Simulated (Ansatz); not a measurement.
# BGaH5N: what the fields show

```yaml
atoms:
  - { symbol: B, position_ang: [-1.3122, 0.0400, 0.2750] }
  - { symbol: Ga, position_ang: [-0.4949, 2.2047, 0.5623] }
  - { symbol: N, position_ang: [0.0091, 0.3843, -0.4873] }
  - { symbol: H, position_ang: [-2.1380, 0.9252, -0.0764] }
  - { symbol: H, position_ang: [0.8227, -0.1603, -0.2042] }
  - { symbol: H, position_ang: [-0.0586, 0.3448, -1.5035] }
  - { symbol: H, position_ang: [-1.0806, 0.3187, 1.4824] }
  - { symbol: H, position_ang: [-1.7847, -1.0734, 0.1622] }
```

Geometry: B3LYP-D3(BJ)/def2-SVP.

These are results of isolated molecule in a Gaussian basis; Kohn-Sham density functional theory, functional PBE0 in Ansatz 0.2.0, not measurements.

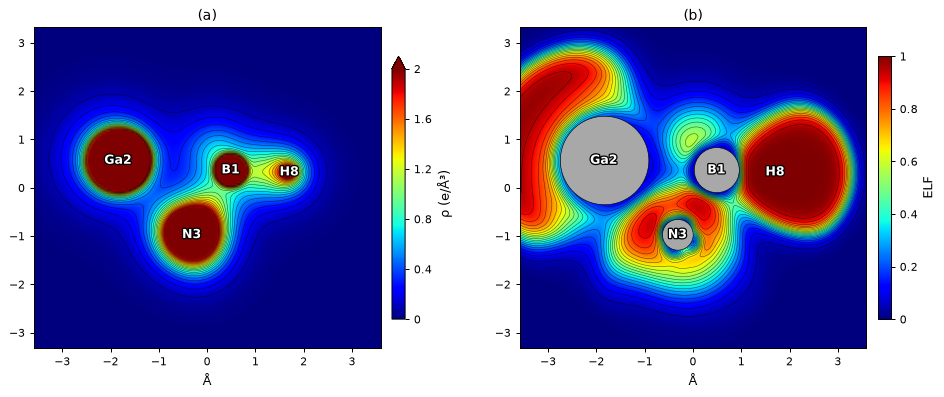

Figure 1. (a) total electron density; (b) ELF on the plane of atoms B1, N3 and Ga2. Grey discs cover the atomic cores in the ELF map.

Q: What do the fields say about this system?

A:
- The section cuts through B, Ga, N and H sites.
- B–N (1.56 Å): the density is about 1.4 e/Å³ at the midpoint; the ELF peaks at about 0.95 between the atoms (a polar covalent bond).
- Ga–N (2.16 Å): the density is about 0.46 e/Å³ at the midpoint; the ELF peaks at about 0.90 in the valence shell of N, 0.6 Å from its nucleus, and is about 0.30 at the midpoint.
- Ga–B (2.33 Å): ρ at the midpoint is about 0.29 e/Å³; the ELF is about 0.15 at the midpoint.
- B–H (1.21 Å): ρ at the midpoint is about 1.2 e/Å³; the ELF climbs to about 1 towards the hydrogen, as it does in any bond to H (an ordinary covalent bond to hydrogen).

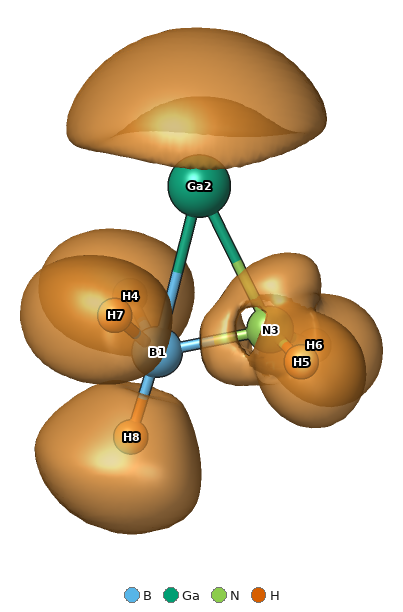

Figure 2. Isosurface of the ELF at 0.75 (orange), seen across its widest extent. Core shells and regions of very low density are left out.

Q: Identify the bonds, lone pairs and shells in this picture.

A: The surface consists of three regions around hydrogen nuclei, one lobe on Ga, pointing away from the bonds (lone pairs) and one joined region spread over several atoms (H, N), in which their bonds and any lone pairs are merged.

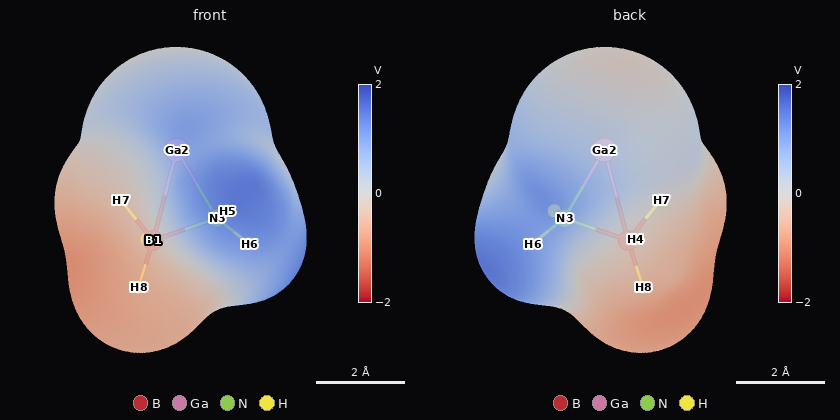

Figure 3. The molecular electrostatic potential painted on the density surface at 0.001 e/bohr³, seen from the front and from behind; the colour scale runs from red (negative) to blue (positive).

Q: Describe the electrostatic potential map.

A: The most negative region (about −0.9 V, or −21 kcal/mol for a unit charge) lies over H8, the most positive (about +1.5 V, or +35 kcal/mol for a unit charge) over H5 and H6.
